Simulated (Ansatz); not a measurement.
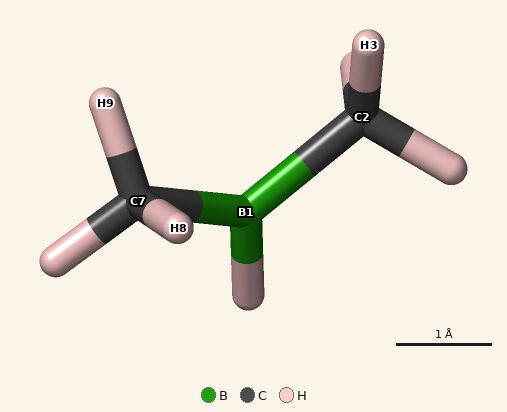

**Figure 1.** The structure as given in the input (stick view, seen at a tilt; atoms are numbered from 1 in the order of the input).

Run report: C2H7B, geometry relaxation (part 1 of 2)

- system: C2H7B
- method: RHF/6-31G* (Ansatz 0.2.0)

It belongs to a series of runs on one base structure; here: end point A relaxed. Figures and captions count atoms from 1; the log counts them from 0 in places.

Input file:
```yaml
crystal:
  periodic: [false, false, false]
  atoms:
    - { symbol: B, position_ang: [0.344043, 0.011206, -0.079842] }
    - { symbol: C, position_ang: [0.679855, 0.013642, 1.468432] }
    - { symbol: H, position_ang: [-0.172939, -0.080933, 2.134481] }
    - { symbol: H, position_ang: [1.391848, -0.775827, 1.704821] }
    - { symbol: H, position_ang: [1.191563, 0.945873, 1.714293] }
    - { symbol: H, position_ang: [1.308509, 0.005757, -0.77164] }
    - { symbol: C, position_ang: [-1.119112, -0.005004, -0.667187] }
    - { symbol: H, position_ang: [-1.542466, -0.997602, -0.4953] }
    - { symbol: H, position_ang: [-1.773887, 0.688063, -0.142296] }
    - { symbol: H, position_ang: [-1.183515, 0.194826, -1.731164] }
basis:
  gaussian: { orbitals: "6-31G*" }
hamiltonian:
  xc: hf
relax:
  f_tol: 0.03
  max_steps: 50
output:
  orbitals: {}
```

Command:
```bash
ansatz run input.yaml --threads 1 --pin off --max-ram 2048MiB --backend cpu --events-out ev --progress --plain --runs-dir out
```

The program's output:
```
The last accepted step is kept in [file] (removed where the run ends without a failure and the disk answers)
Engine: ansatz 0.2.0, x86_64-unknown-linux-gnu
Functional definition: HF
  exchange = exact_x
  correlation = 0
732 factors; integrals over basis functions are off by at most 4.1e-4 eV
mean field evaluation 1: about -2841.4102 eV, gradient 2.6e1 eV
mean field evaluation 2: about -2841.4073 eV, gradient 2.6e1 eV
mean field evaluation 4: about -2843.3470 eV, gradient 2.3e0 eV
mean field evaluation 8: about -2843.3678 eV, gradient 4.4e-3 eV
mean field -2843.36776842 eV, -104.4918381856 hartree, gradient 1.1e-5 eV, S^2 0.000000; 0 other end points of the search recorded, 0 dependent functions left out
the calculation of the forces begins
reference -2843.36776842 eV, -104.4918381856 hartree; 12, 12 occupied and 47, 47 virtual orbitals, 732 factors
relax step   1: F+E_penalty+E_count = -2843.36776842 eV  Δ(F+E_penalty+E_count) = +0.000e0 eV  max|allowed force component| = 4.238e-1 eV/Å  Δτ_max = 0.0000 Å  (28 SCF iters, accepted)
these checks for a lower state are left out or cut short: starts, cluster_reference, orbital_swaps, neighbouring_geometries, increment
732 factors; integrals over basis functions are off by at most 4.2e-4 eV
mean field -2843.38186417 eV, -104.4923561947 hartree, gradient 1.2e-5 eV, S^2 0.000000; 0 other end points of the search recorded, 0 dependent functions left out
[... from here on the field's lines of each further geometry are left out, up to the last ...]
relax step   2: F+E_penalty+E_count = -2843.38186417 eV  Δ(F+E_penalty+E_count) = -1.410e-2 eV  max|allowed force component| = 1.248e-1 eV/Å  Δτ_max = 0.0611 Å  (21 SCF iters, accepted)
relax step   3: F+E_penalty+E_count = -2843.38316144 eV  Δ(F+E_penalty+E_count) = -1.297e-3 eV  max|allowed force component| = 4.979e-2 eV/Å  Δτ_max = 0.0128 Å  (23 SCF iters, accepted)
relax step   4: F+E_penalty+E_count = -2843.38351610 eV  Δ(F+E_penalty+E_count) = -3.547e-4 eV  max|allowed force component| = 3.322e-2 eV/Å  Δτ_max = 0.0131 Å  (22 SCF iters, accepted)
relax step   5: F+E_penalty+E_count = -2843.38525965 eV  Δ(F+E_penalty+E_count) = -1.744e-3 eV  max|allowed force component| = 3.696e-2 eV/Å  Δτ_max = 0.0683 Å  (21 SCF iters, accepted)
relax step   6: F+E_penalty+E_count = -2843.37396358 eV  Δ(F+E_penalty+E_count) = +1.130e-2 eV  max|allowed force component| = 6.153e-1 eV/Å  Δτ_max = 0.1957 Å  (28 SCF iters, rejected (line search))
relax step   7: F+E_penalty+E_count = -2843.38664127 eV  Δ(F+E_penalty+E_count) = -1.382e-3 eV  max|allowed force component| = 9.506e-3 eV/Å  Δτ_max = 0.0560 Å  (21 SCF iters, accepted)
relax step   8: F+E_penalty+E_count = -2843.38707555 eV  Δ(F+E_penalty+E_count) = -4.343e-4 eV  max|allowed force component| = 1.886e-1 eV/Å  Δτ_max = 0.0975 Å  (22 SCF iters, accepted)
relax step   9: F+E_penalty+E_count = -2843.38800114 eV  Δ(F+E_penalty+E_count) = -9.256e-4 eV  max|allowed force component| = 6.214e-2 eV/Å  Δτ_max = 0.0193 Å  (23 SCF iters, accepted)
relax step  10: F+E_penalty+E_count = -2843.38875120 eV  Δ(F+E_penalty+E_count) = -7.501e-4 eV  max|allowed force component| = 3.390e-3 eV/Å  Δτ_max = 0.0330 Å  (22 SCF iters, accepted)
relax step  11: F+E_penalty+E_count = -2843.38745296 eV  Δ(F+E_penalty+E_count) = +1.298e-3 eV  max|allowed force component| = 2.110e-1 eV/Å  Δτ_max = 0.1089 Å  (28 SCF iters, rejected (line search))
relax step  12: F+E_penalty+E_count = -2843.38916492 eV  Δ(F+E_penalty+E_count) = -4.137e-4 eV  max|allowed force component| = 3.999e-2 eV/Å  Δτ_max = 0.0531 Å  (22 SCF iters, accepted)
relax step  13: F+E_penalty+E_count = -2843.38926910 eV  Δ(F+E_penalty+E_count) = -1.042e-4 eV  max|allowed force component| = 3.983e-2 eV/Å  Δτ_max = 0.0260 Å  (22 SCF iters, accepted)
the calculation of the forces begins
reference -2843.38934017 eV, -104.4926309327 hartree; 12, 12 occupied and 47, 47 virtual orbitals, 732 factors
relax step  14: F+E_penalty+E_count = -2843.38934017 eV  Δ(F+E_penalty+E_count) = -7.107e-5 eV  max|allowed force component| = 1.970e-2 eV/Å  Δτ_max = 0.0117 Å  (23 SCF iters, accepted)
```

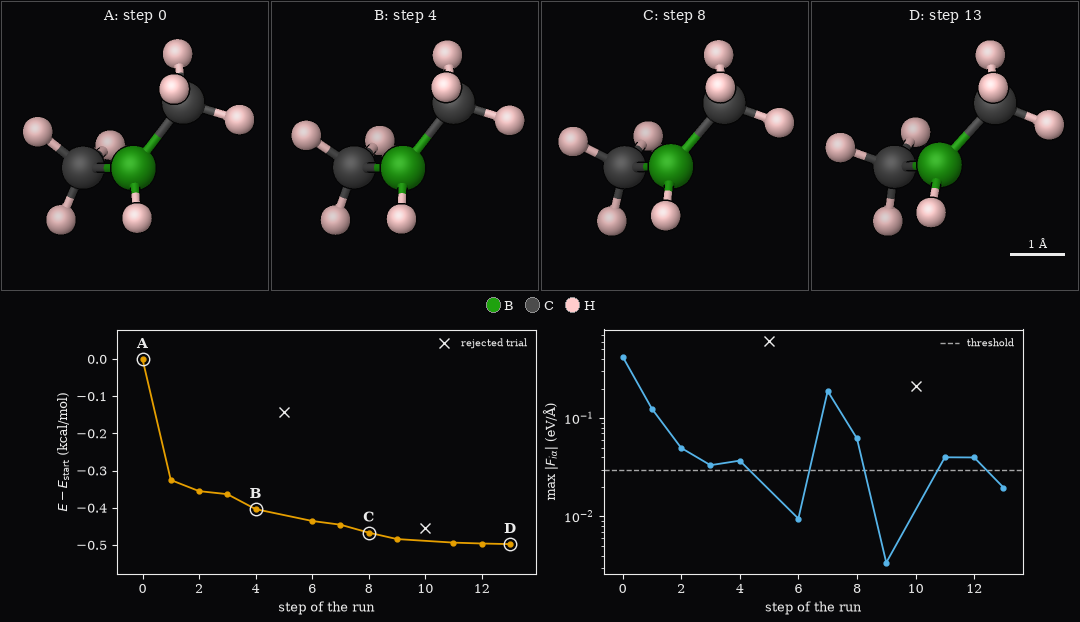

**Figure 2.** Frames of the relaxation (ball-and-stick view, seen at a tilt) above the curves, on which the letters mark them (the first geometry is step 0 here and step 1 in the log).

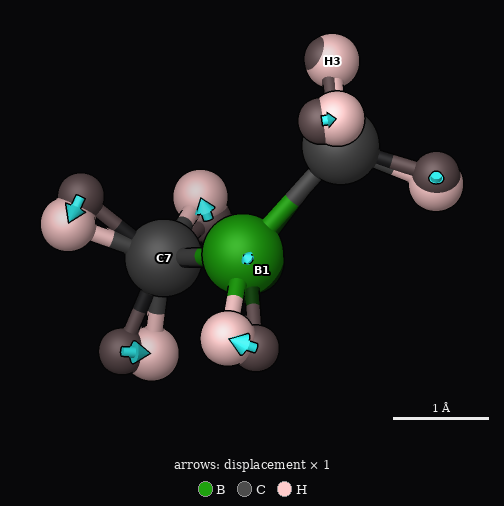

**Figure 3.** Start (faint) and end (solid) with the displacements as teal arrows, at true length (ball-and-stick view, seen at a tilt). The two geometries are laid on each other by the best rigid fit. The largest moves after the best rigid fit, 0.34 Å, are those of H6 and H10. By element the largest moves are H 0.34 Å, B 0.12 Å, C 0.04 Å. Distances before and after: B1–H6 1.187 → 1.197 Å, B1–C2 1.584 → 1.580 Å. Among the angles that change: C2–B1–H6 113.4° → 118.2°, H6–B1–C7 122.5° → 118.3°, B1–C7–H9 111.8° → 114.3°. After 13 geometry steps the energy has fallen by 0.50 kcal/mol. The largest force component goes from 0.42 to 0.02 eV/Å. The line search rejected the trial steps at points 5, 10 (counted from 0) and went back. (Atoms are counted from 1 in the order of the input.)

```
732 factors; integrals over basis functions are off by at most 4.0e-4 eV
mean field -2843.38934017 eV, -104.4926309327 hartree, gradient 1.1e-5 eV, S^2 0.000000; 1 other end points of the search recorded, 0 dependent functions left out
the calculation of the forces begins
reference -2843.38934017 eV, -104.4926309327 hartree; 12, 12 occupied and 47, 47 virtual orbitals, 732 factors
Total energy: -2843.38934017 eV, -104.4926309327 hartree
Atom 0 at     0.347905    -0.101663    -0.057498 Å, force    -0.007531     0.000854     0.001077 eV/Å
Atom 1 at     0.691612     0.048313     1.477363 Å, force    -0.005308    -0.003847    -0.000089 eV/Å
Atom 2 at    -0.167364    -0.022427     2.138263 Å, force     0.000367     0.000370     0.001035 eV/Å
Atom 3 at     1.451437    -0.654933     1.808381 Å, force     0.002422    -0.001322     0.000423 eV/Å
Atom 4 at     1.125036     1.041696     1.619865 Å, force     0.001548     0.004685    -0.000632 eV/Å
Atom 5 at     1.246113    -0.317284    -0.819511 Å, force     0.003204    -0.000932    -0.003207 eV/Å
Atom 6 at    -1.116439     0.013237    -0.639811 Å, force    -0.003520    -0.009165    -0.015601 eV/Å
Atom 7 at    -1.475188    -1.005479    -0.814936 Å, force     0.006174     0.019700     0.003388 eV/Å
Atom 8 at    -1.828076     0.488942     0.029044 Å, force     0.003336    -0.002498    -0.004820 eV/Å
Atom 9 at    -1.151137     0.509600    -1.606561 Å, force    -0.000692    -0.007846     0.018424 eV/Å
Dipole moment:    -0.044991     0.010133     0.038977 e Å
```

Trajectory as extended XYZ (Å, eV, eV/Å), 14 frames, from step=1 to step=14:
```
10
Properties=species:S:1:pos:R:3:forces:R:3 step=1 energy=-2843.36777
B     0.3440    0.0112   -0.0798    0.2024  -0.0043   0.4143
C     0.6799    0.0136    1.4684   -0.2134   0.0003   0.0424
H    -0.1729   -0.0809    2.1345   -0.0106   0.0016   0.0076
H     1.3918   -0.7758    1.7048   -0.0068  -0.0029  -0.0055
H     1.1916    0.9459    1.7143   -0.0015   0.0041  -0.0149
H     1.3085    0.0058   -0.7716    0.0512  -0.0005  -0.4238
C    -1.1191   -0.0050   -0.6672   -0.0408   0.0028  -0.0269
H    -1.5425   -0.9976   -0.4953    0.0098   0.0042  -0.0034
H    -1.7739    0.6881   -0.1423    0.0029  -0.0042   0.0158
H    -1.1835    0.1948   -1.7312    0.0068  -0.0013  -0.0056
10
Properties=species:S:1:pos:R:3:forces:R:3 step=2 energy=-2843.38186
B     0.3647    0.0074   -0.0844   -0.0183   0.0291   0.1248
C     0.6690    0.0152    1.4700    0.0826  -0.0063  -0.0681
H    -0.1964   -0.0675    2.1219   -0.0114  -0.0042  -0.0727
H     1.3702   -0.7791    1.7229   -0.0006   0.0082   0.0352
H     1.1848    0.9449    1.7169    0.0029  -0.0038   0.0207
H     1.2993    0.0041   -0.8320    0.0100  -0.0197   0.0037
C    -1.1057   -0.0061   -0.6566   -0.0599   0.0190  -0.0382
H    -1.5225   -1.0028   -0.4930    0.0016  -0.0077  -0.0062
H    -1.7570    0.6768   -0.1137   -0.0012  -0.0102  -0.0007
H    -1.1824    0.2071   -1.7174   -0.0058  -0.0043   0.0014
10
Properties=species:S:1:pos:R:3:forces:R:3 step=3 energy=-2843.38316
B     0.3654    0.0114   -0.0828    0.0216  -0.0498   0.0104
C     0.6734    0.0170    1.4690    0.0240   0.0174  -0.0223
H    -0.1996   -0.0637    2.1101   -0.0004   0.0006  -0.0134
H     1.3694   -0.7795    1.7293   -0.0089   0.0075   0.0012
H     1.1892    0.9453    1.7216   -0.0055  -0.0042   0.0111
H     1.2982   -0.0040   -0.8339   -0.0071   0.0050   0.0106
C    -1.1068   -0.0051   -0.6560   -0.0307   0.0402   0.0086
H    -1.5182   -1.0050   -0.4979    0.0104  -0.0083  -0.0044
H    -1.7618    0.6710   -0.1091   -0.0075  -0.0081  -0.0054
H    -1.1853    0.2127   -1.7157    0.0041  -0.0003   0.0037
10
Properties=species:S:1:pos:R:3:forces:R:3 step=4 energy=-2843.38352
B     0.3664    0.0050   -0.0824    0.0176   0.0287  -0.0332
C     0.6757    0.0190    1.4679   -0.0065  -0.0075   0.0109
H    -0.2016   -0.0569    2.1035    0.0045   0.0000   0.0154
H     1.3679   -0.7779    1.7363   -0.0050   0.0044  -0.0039
H     1.1916    0.9474    1.7199   -0.0078  -0.0027  -0.0071
H     1.2981   -0.0114   -0.8351   -0.0123  -0.0190   0.0055
C    -1.1076   -0.0044   -0.6545   -0.0032   0.0127   0.0229
H    -1.5149   -1.0082   -0.5092    0.0035  -0.0063  -0.0091
H    -1.7656    0.6624   -0.1000    0.0042  -0.0096  -0.0045
H    -1.1862    0.2250   -1.7118    0.0050  -0.0006   0.0032
```
